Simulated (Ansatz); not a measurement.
# AlAs: response to strain

The reference is AlAs in the zinc blende structure (space group F-43m, No. 216; a = 5.728 Å).

Strains are applied to the cell and any free atomic positions relax.

The values are results of Kohn–Sham DFT with the PBE functional, run in Ansatz (a first-principles code) with PAW and 420 eV plane waves, no spin-orbit coupling, earlier PAW set, not measurements.

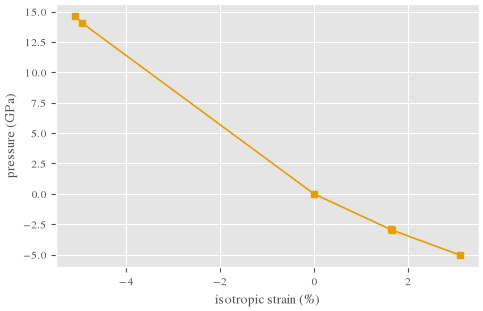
Figure: Pressure against isotropic strain

| isotropic strain (%) | pressure |
|---|---|
| -5.08 | 14.64 GPa |
| -4.93 | 14.06 GPa |
| 1.63 | -2.93 GPa |
| 1.67 | -2.99 GPa |
| 3.11 | -5.04 GPa |

Whether these cells are dynamically stable was not tested.
